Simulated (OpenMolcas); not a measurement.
# Ni²⁺ complex: multiconfigurational calculation

Ni²⁺ with 4 ligands (Br; tetrahedron, 2.42 Å), neutralised by 4 outer point charges of +0.5 e, whose field is part of the energies. Computed at this level: state-averaged CASSCF, active space 8 electrons in the shell 3d, basis ANO-RCC-VDZP on the metal and ANO-RCC-VDZP on the ligands, DKH2 scalar Hamiltonian, spin-orbit coupling by RASSI with atomic mean-field integrals (OpenMolcas).

The input:
```
&GATEWAY
Coord
5

Ni 0.0 0.0 0.0
Br 1.397188 1.397188 1.397188
Br 1.397188 -1.397188 -1.397188
Br -1.397188 1.397188 -1.397188
Br -1.397188 -1.397188 1.397188
Basis=Ni.ANO-RCC-VDZP,Br.ANO-RCC-VDZP
Group=NoSym
NoMove
AngMom=0.0 0.0 0.0
AMFI
RICD
XField
4 Angstrom 0
3.013769 3.013769 3.013769 0.500000
3.013769 -3.013769 -3.013769 0.500000
-3.013769 3.013769 -3.013769 0.500000
-3.013769 -3.013769 3.013769 0.500000
&SEWARD
&RASSCF
FileOrb=start.orb
Symmetry=1
Spin=3
nActEl=8 0 0
Inactive=81
Ras2=5
CIRoot=10 10 1
SDav=10
CIMx=300
Iter=150 100
PrWF=0.3
OrbListing=Nothing
MaxOrb=0
LevShft=1.0
>>> COPY $Project.JobIph JOB001
&RASSCF
FileOrb=start.orb
Symmetry=1
Spin=1
nActEl=8 0 0
Inactive=81
Ras2=5
CIRoot=15 15 1
SDav=15
CIMx=300
Iter=150 100
PrWF=0.3
OrbListing=Nothing
MaxOrb=0
LevShft=1.0
>>> COPY $Project.JobIph JOB002
&RASSI
NrOfJobIphs=2 10 15
1 2 3 4 5 6 7 8 9 10
1 2 3 4 5 6 7 8 9 10 11 12 13 14 15
IphNames
JOB001
JOB002
EJob
SpinOrbit
DIPRint=1.0
SOCoupling=1000.0
Subsets=2
Property=9
'ANGMOM' 1 'ANGMOM' 2 'ANGMOM' 3 'MLTPL  1' 1 'MLTPL  1' 2 'MLTPL  1' 3
'AMFI' 1 'AMFI' 2 'AMFI' 3
SOProperty=3
'ANGMOM' 1 'ANGMOM' 2 'ANGMOM' 3
```

The file start.orb holds starting orbitals from an earlier step. A driver script formed the levels outside the program, from RASSI's spin-orbit matrix and the active-space energies, averaged over the components of each term or state.

Hardware: 1 thread of Arm Neoverse V1, 24 GiB of memory available, shared host.

Run as:
```bash
OMP_NUM_THREADS=1 MOLCAS_MEM=2457 MOLCAS_PROJECT=a pymolcas a.inp > a.log  # once for each step of the input, in one work folder
```

The program's output (extracts):
```
--- SEWARD ---
Basis set label: NI.ANO-RCC...5S4P2D1F.

      Electronic valence basis set:
      ------------------
      Associated Effective Charge  28.000000 au
      Associated Actual Charge     28.000000 au
      Nuclear Model: Point charge

      Shell  nPrim  nBasis  Cartesian Spherical Contaminant
         s      21       5        X
         p      15       4        X
         d      10       2                 X
         f       6       1                 X
                  Relativistic Douglas-Kroll-Hess integrals:
                    - DKH order of Hamiltonian: 2
                    - DKH order of Properties : 0
                  Atomic mean-field integrals
--- RASSCF ---
Wave function specifications:
      -----------------------------

      Number of closed shell electrons         162
      Number of electrons in active shells       8
      Max number of holes in RAS1 space          0
      Max nr of electrons in RAS3 space          0
      Number of inactive orbitals               81
      Number of active orbitals                  5
      Number of secondary orbitals              56
      Spin quantum number                      1.0
      State symmetry                             1
Orbital specifications:
      -----------------------

      Symmetry species                           1
                                                 a
      Frozen orbitals                            0
      Inactive orbitals                         81
      Active orbitals                            5
      RAS1 orbitals                              0
      RAS2 orbitals                              5
      RAS3 orbitals                              0
      Secondary orbitals                        56
      Deleted orbitals                           0
      Number of basis functions                142
      Number of CSFs                            10
      Number of root(s) required                10
      Iter CI   SX   CI       RASSCF       Energy    max ROT     max BLB   max BLB  Level Ln srch  Step   QN
          iter iter root      energy       change     param      element    value   shift minimum  type update
 Nr of preliminary CI iterations:   1
      Total energies have been shifted. Add               -11000.00 au
        1   1   16    0  -936.75495836    0.00E+00  -4.03E-02   82  91 1  2.41E-01*  1.45   0.00    SX    NO
        2   1   16    0  -936.96015136   -2.05E-01* -1.71E-02    7 104 1  1.14E-01*  1.19   0.00    SX    NO
        3   1   15    0  -937.01949185   -5.93E-02* -1.13E-02   22  87 1  2.57E-02*  1.18   0.00    SX    NO
        4   1   15    0  -937.03681865   -1.73E-02* -5.13E-03   22  87 1  1.58E-02*  1.13   0.00    SX    NO
        5   1   14    0  -937.04274051   -5.92E-03* -6.22E-03   22  87 1  1.06E-02*  1.12   2.33    LS   YES
        6   1   14    0  -937.04559991   -2.86E-03*  2.25E-03    9 106 1 -2.58E-02*  1.11   1.10    QN   YES
        7   1   14    0  -937.04639165   -7.92E-04* -1.32E-03   82  91 1 -6.19E-03*  1.10   1.09    QN   YES
        8   1   12    0  -937.04667002   -2.78E-04* -9.34E-04    9 106 1  2.93E-03*  1.10   1.72    LS   YES
        9   1   12    0  -937.04673093   -6.09E-05* -7.70E-04    9 106 1  2.56E-03*  1.10   1.04    QN   YES
       10   1   11    0  -937.04676146   -3.05E-05* -5.86E-04   13 107 1 -9.16E-04*  1.10   1.77    LS   YES
       11   1   11    0  -937.04676820   -6.74E-06*  2.33E-04    5 106 1  5.79E-04*  1.10   1.01    QN   YES
       12   1   10    0  -937.04677368   -5.48E-06*  1.62E-04    9 106 1 -3.39E-04*  1.10   1.70    LS   YES
       13   1    9    0  -937.04677471   -1.03E-06* -6.08E-05    8 105 1 -3.25E-04*  1.10   0.96    QN   YES
       14   1    9    0  -937.04677542   -7.11E-07* -6.59E-05   52  88 1  1.07E-04*  1.10   2.09    LS   YES
       15   1    8    0  -937.04677563   -2.11E-07* -2.93E-05    8 105 1  1.84E-04*  1.10   0.93    QN   YES
       16   1    7    0  -937.04677574   -1.10E-07* -3.49E-05    8 105 1  5.59E-05   1.10   1.40    QN   YES
       17   1    6    0  -937.04677577   -3.08E-08* -4.99E-06    8 105 1 -1.04E-05   1.10   1.29    QN   YES
       18   1    6    0  -937.04677577    2.46E-09  -2.35E-06    9 106 1 -6.14E-06   1.10   0.10    QN   YES
      Convergence after 18 iterations
       19   1    6    0  -937.04677577   -4.18E-10  -2.35E-06   13 110 1  2.01E-06   1.10   0.10    QN   YES
      Natural orbitals and occupation numbers for root  1
      sym 1:   1.956632   1.043368   1.956632   1.043368   2.000000
      Natural orbitals and occupation numbers for root  2
      sym 1:   1.957236   1.042764   1.957236   1.042764   2.000000
      Natural orbitals and occupation numbers for root  3
      sym 1:   1.162632   1.162632   1.837368   1.837368   2.000000
::    RASSCF root number  1 Total energy: -11937.07733176
::    RASSCF root number  2 Total energy: -11937.07733176
::    RASSCF root number  3 Total energy: -11937.07733176
::    RASSCF root number  4 Total energy: -11937.07049040
::    RASSCF root number  5 Total energy: -11937.07049040
::    RASSCF root number  6 Total energy: -11937.07049040
::    RASSCF root number  7 Total energy: -11937.06222365
::    RASSCF root number  8 Total energy: -11936.98735586
::    RASSCF root number  9 Total energy: -11936.98735586
::    RASSCF root number 10 Total energy: -11936.98735586
--- RASSCF ---
Wave function specifications:
      -----------------------------

      Number of closed shell electrons         162
      Number of electrons in active shells       8
      Max number of holes in RAS1 space          0
      Max nr of electrons in RAS3 space          0
      Number of inactive orbitals               81
      Number of active orbitals                  5
      Number of secondary orbitals              56
      Spin quantum number                      0.0
      State symmetry                             1
Orbital specifications:
      -----------------------

      Symmetry species                           1
                                                 a
      Frozen orbitals                            0
      Inactive orbitals                         81
      Active orbitals                            5
      RAS1 orbitals                              0
      RAS2 orbitals                              5
      RAS3 orbitals                              0
      Secondary orbitals                        56
      Deleted orbitals                           0
      Number of basis functions                142
      Number of CSFs                            15
      Number of root(s) required                15
      Iter CI   SX   CI       RASSCF       Energy    max ROT     max BLB   max BLB  Level Ln srch  Step   QN
          iter iter root      energy       change     param      element    value   shift minimum  type update
 Nr of preliminary CI iterations:   1
      Total energies have been shifted. Add               -11000.00 au
        1   1    9    0  -936.96520713    0.00E+00  -6.80E-03   84  93 1 -8.74E-03*  1.14   0.00    SX    NO
        2   1    8    0  -936.96564665   -4.40E-04* -5.23E-03   43 104 1 -5.56E-03*  1.14   0.00    SX    NO
        3   1    8    0  -936.96582575   -1.79E-04*  3.34E-03   84  93 1 -2.16E-03*  1.14   0.00    SX    NO
        4   1    7    0  -936.96590607   -8.03E-05*  2.43E-03   72  83 1  1.04E-03*  1.14   0.00    SX    NO
        5   1    7    0  -936.96594333   -3.73E-05*  3.57E-03   72  83 1  6.97E-04*  1.14   2.50    LS   YES
        6   1    8    0  -936.96597146   -2.81E-05*  1.88E-03   43 104 1  1.73E-03*  1.14   1.38    QN   YES
        7   1    7    0  -936.96597754   -6.08E-06*  7.79E-05   43 104 1 -6.05E-04*  1.14   0.85    QN   YES
        8   1    7    0  -936.96597800   -4.59E-07*  1.17E-04   70  87 1 -2.55E-04*  1.14   2.50    LS   YES
        9   1    7    0  -936.96597729    7.13E-07*  7.11E-05   43 104 1  1.05E-03*  1.14   0.13    LS   YES
       10   1    7    0  -936.96597800   -7.16E-07*  5.40E-05   43 104 1  4.45E-04*  1.14   1.22    QN   YES
       11   1    6    0  -936.96597811   -1.09E-07* -8.09E-05   70  87 1 -1.60E-04*  1.14   2.50    LS   YES
       12   1    7    0  -936.96597800    1.06E-07*  4.33E-05   43 104 1 -4.26E-04*  1.14   0.24    LS   YES
       13   1    6    0  -936.96597813   -1.25E-07*  5.34E-05   43 104 1 -1.46E-04*  1.14   1.09    QN   YES
       14   1    6    0  -936.96597814   -7.24E-09  -5.41E-05   70  87 1 -6.74E-05   1.14   0.35    QN   YES
      Convergence after 14 iterations
       15   1    6    0  -936.96597815   -1.51E-08* -5.41E-05   70  87 1 -2.10E-05   1.14   0.35    QN   YES
      Natural orbitals and occupation numbers for root  1
      sym 1:   1.982555   1.403197   1.542945   1.303674   1.767628
      Natural orbitals and occupation numbers for root  2
      sym 1:   1.636623   1.374376   1.999532   1.588889   1.400581
      Natural orbitals and occupation numbers for root  3
      sym 1:   1.984291   1.555706   1.764137   1.392773   1.303094
::    RASSCF root number  1 Total energy: -11937.00464779
::    RASSCF root number  2 Total energy: -11937.00464779
::    RASSCF root number  3 Total energy: -11937.00464779
::    RASSCF root number  4 Total energy: -11937.00178420
::    RASSCF root number  5 Total energy: -11937.00178420
::    RASSCF root number  6 Total energy: -11936.96637241
::    RASSCF root number  7 Total energy: -11936.96637241
::    RASSCF root number  8 Total energy: -11936.96637241
::    RASSCF root number  9 Total energy: -11936.96183181
::    RASSCF root number 10 Total energy: -11936.96183181
::    RASSCF root number 11 Total energy: -11936.96183181
::    RASSCF root number 12 Total energy: -11936.96090934
::    RASSCF root number 13 Total energy: -11936.96090934
::    RASSCF root number 14 Total energy: -11936.96024713
::    RASSCF root number 15 Total energy: -11936.80548198
--- RASSI ---
SPIN-FREE ENERGIES:
  (Shifted by EMIN (a.u.) =     -11937.0773317629)

 SF State       Relative EMIN(au)   Rel lowest level(eV)    D:o, cm**(-1)

     1             0.0000000000        0.0000000000              0.0000
     2             0.0000000000        0.0000000000              0.0000
     3             0.0000000000        0.0000000000              0.0000
     4             0.0068413636        0.1861629886           1501.5058
     5             0.0068413636        0.1861629886           1501.5058
     6             0.0068413636        0.1861629886           1501.5058
     7             0.0151081150        0.4111127523           3315.8480
    11             0.0726839679        1.9778315245          15952.2871
    12             0.0726839679        1.9778315245          15952.2871
    13             0.0726839679        1.9778315245          15952.2871
    14             0.0755475606        2.0557538528          16580.7730
    15             0.0755475606        2.0557538528          16580.7730
    10             0.0899759049        2.4483691016          19747.4286
     8             0.0899759049        2.4483691016          19747.4286
     9             0.0899759049        2.4483691016          19747.4286
    16             0.1109593488        3.0193576980          24352.7622
    17             0.1109593488        3.0193576980          24352.7622
    18             0.1109593488        3.0193576980          24352.7622
    19             0.1154999499        3.1429137470          25349.3089
    20             0.1154999499        3.1429137470          25349.3089
    21             0.1154999499        3.1429137470          25349.3089
    22             0.1164224252        3.1680155795          25551.7689
    23             0.1164224252        3.1680155795          25551.7689
    24             0.1170846282        3.1860350421          25697.1056
    25             0.2718497828        7.3974094402          59664.1309
     Dipole printing threshold changed to   1.00000000E+00

++ Dipole transition strengths (spin-free states):
   -----------------------------------------------
     for osc. strength at least  1.00000000E+00

  ( Max oscillator strength is only    7.7299110722665065E-005 )
--
Eigenvalues of complex Hamiltonian:
   -----------------------------------
  (Shifted by EMIN (a.u.) =     -11937.0773317629)

 SO State       Relative EMIN(au)   Rel lowest level(eV)    D:o, cm**(-1)

     1            -0.0043676649        0.0000000000              0.0000
     2            -0.0030977713        0.0345555648            278.7094
     3            -0.0030977713        0.0345555646            278.7094
     4            -0.0030977713        0.0345555646            278.7094
     5            -0.0012668259        0.0843781283            680.5555
     6            -0.0012668259        0.0843781285            680.5555
     7             0.0006409879        0.1362923841           1099.2722
     8             0.0006409879        0.1362923843           1099.2722
     9             0.0006409879        0.1362923844           1099.2722
    10             0.0068482478        0.3052005330           2461.6083
    11             0.0068482478        0.3052005332           2461.6083
    12             0.0068482478        0.3052005331           2461.6083
    13             0.0070271064        0.3100675221           2500.8632
    14             0.0070271064        0.3100675218           2500.8632
    15             0.0070271064        0.3100675221           2500.8632
    16             0.0082240087        0.3426368932           2763.5529
    17             0.0092216167        0.3697831893           2982.5026
    18             0.0092216167        0.3697831892           2982.5026
    19             0.0168644500        0.5777552798           4659.9106
    20             0.0168644500        0.5777552798           4659.9106
    21             0.0168644500        0.5777552797           4659.9106
    22             0.0720630011        2.0797843731          16774.5922
    23             0.0720630011        2.0797843730          16774.5922
    24             0.0720630011        2.0797843730          16774.5922
    25             0.0744469032        2.1446536551          17297.7983
    26             0.0744469032        2.1446536552          17297.7983
    27             0.0894770430        2.5536445929          20596.5327
    28             0.0894770430        2.5536445928          20596.5327
    29             0.0894770430        2.5536445929          20596.5327
    30             0.0898462084        2.5636900945          20677.5551
    31             0.0898462084        2.5636900944          20677.5551
    32             0.0914369564        2.6069765548          21026.6839
    33             0.0914369564        2.6069765548          21026.6839
    34             0.0914369564        2.6069765548          21026.6839
    35             0.0926129814        2.6389778253          21284.7916
    36             0.1110576155        3.1408818868          25332.9209
    37             0.1110576155        3.1408818868          25332.9209
    38             0.1110576155        3.1408818868          25332.9209
    39             0.1155682819        3.2636233714          26322.8977
    40             0.1155682819        3.2636233714          26322.8977
    41             0.1155682819        3.2636233714          26322.8977
Weights of the five most important spin-orbit-free states for each spin-orbit state.

 SO State  Total energy (au)           Spin-free states, spin, and weights
 -------------------------------------------------------------------------------------------------------
    1        -0.004368       1 1.0  0.3332    2 1.0  0.3332    3 1.0  0.3332   24 0.0  0.0005    9 1.0  0.0000
    2        -0.003098       3 1.0  0.4538    2 1.0  0.4146    4 1.0  0.0433    1 1.0  0.0421    6 1.0  0.0345
    3        -0.003098       1 1.0  0.4278    2 1.0  0.2620    3 1.0  0.2208    5 1.0  0.0442    6 1.0  0.0308
    4        -0.003098       1 1.0  0.4407    3 1.0  0.2359    2 1.0  0.2340    5 1.0  0.0337    4 1.0  0.0316
    5        -0.001267       3 1.0  0.4160    5 1.0  0.1910    1 1.0  0.1527    2 1.0  0.1230    6 1.0  0.0929
    6        -0.001267       2 1.0  0.3381    1 1.0  0.3085    4 1.0  0.1814    6 1.0  0.1120    3 1.0  0.0452
    7         0.000641       3 1.0  0.3922    2 1.0  0.3392    4 1.0  0.0961    6 1.0  0.0821    1 1.0  0.0494
    8         0.000641       3 1.0  0.3860    1 1.0  0.3444    4 1.0  0.0996    5 1.0  0.0824    2 1.0  0.0505
    9         0.000641       2 1.0  0.3911    1 1.0  0.3871    6 1.0  0.1000    5 1.0  0.0957    7 1.0  0.0184
   10         0.006848       5 1.0  0.3103    6 1.0  0.3060    7 1.0  0.1584    1 1.0  0.1048    2 1.0  0.1034
   11         0.006848       4 1.0  0.3102    6 1.0  0.3022    7 1.0  0.1584    3 1.0  0.1053    2 1.0  0.0734
   12         0.006848       4 1.0  0.3061    5 1.0  0.3021    7 1.0  0.1584    3 1.0  0.1029    1 1.0  0.0738
```

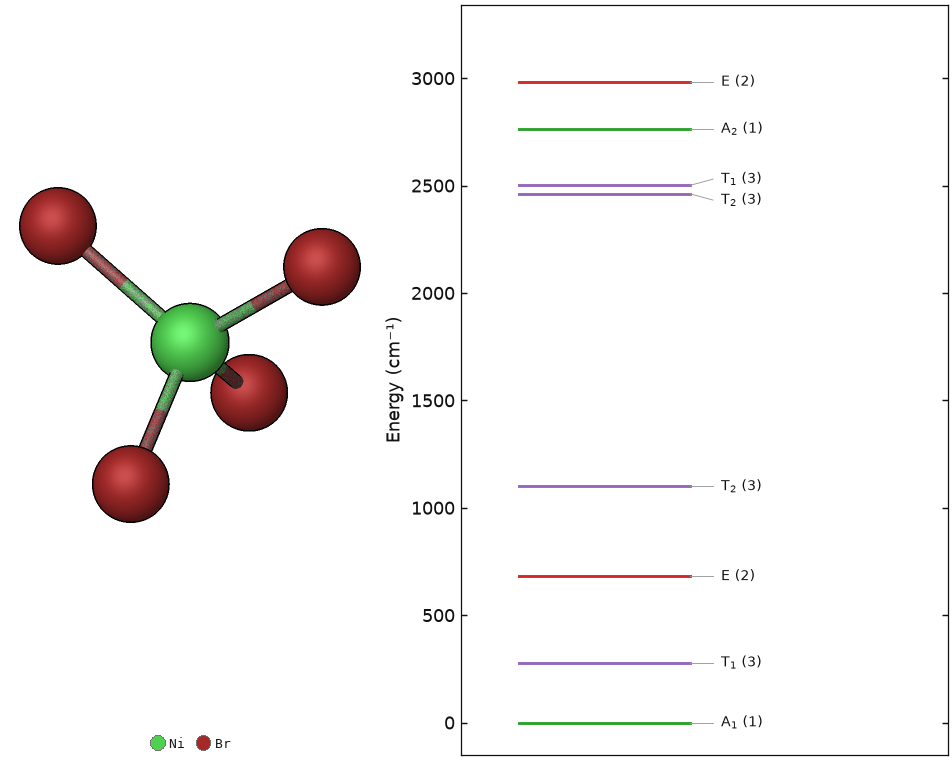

Fig. 1: Ni²⁺ (3d⁸) with 4 ligands, Br⁻, at 2.42 Å (arrangement: tetrahedron, Td), neutralised by outer point charges of +0.5 e, and its levels. Labels give the representation in O, Td, D4 or D3 as the site allows (double group for half-integer spin) where it could be assigned and, in brackets, the degeneracy; spin-free states, where drawn, share the zero of the spin-orbit levels. The ground level is A₁, non-degenerate, 100 % from states of spin multiplicity 3. The next level lies at 279 cm⁻¹ (T₁). The active orbitals hold 96 to 98 % metal character (Löwdin), and the Mulliken charge of the metal is +0.95.

Results in brief:

- outcome: converged
- energy of the lowest spin-free term: −11937.07733 hartree
- energy of the lowest spin-orbit level: −11937.08170 hartree
- largest spread among components of a term: 0.0 cm⁻¹
- wall time: 64 s
- peak memory: 0.27 GiB

Notes:

Without dynamic correlation the splittings between terms come out too large, often by 20 to 50 %. Caveats: covalent bonds, ligand orbitals missing from the active space; distances are set from ionic radii, not optimised.
